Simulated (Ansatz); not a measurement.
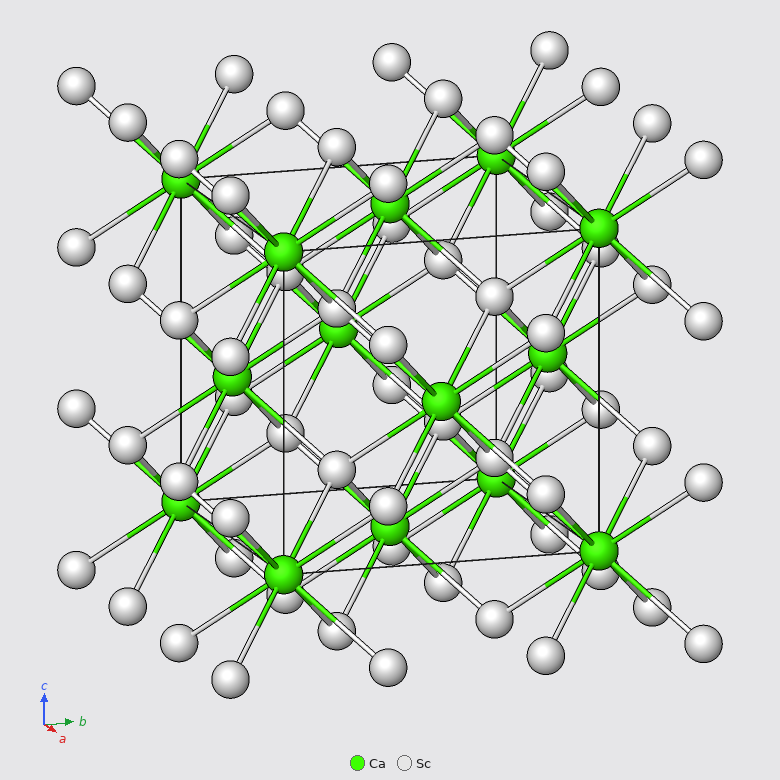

CaSc₂ (space group Fm-3m, No. 225): the geometry relaxed with DFT PBE, scalar-relativistic, plane waves, PAW in Ansatz 0.2.0; the starting structure was generated, so it need not be a known form of this composition.

Bonds are taken as Ca–Sc below 3.6 Å. Atoms with one bond or none are removed and atoms with two bonds are replaced by edges, until no such atom is left.

**What kind of net remains, and which atoms are its nodes?**

A binodal (4,8)-connected, three-periodic net: Sc is a 4-connected node; Ca is an 8-connected node, in the ratio 2:1.

**Which named net is it?**

It is the flu net, known from fluorite.

**Is the net interpenetrated?**

It is a single net, without interpenetration.

**Give the first ten terms of the coordination sequence (nodes one, two, three … edges away).**

Sc: 4, 22, 24, 82, 64, 182, 124, 322, 204, 502; Ca: 8, 12, 48, 42, 128, 92, 248, 162, 408, 252.

**How many nodes does the smallest cycle have?**

Four.
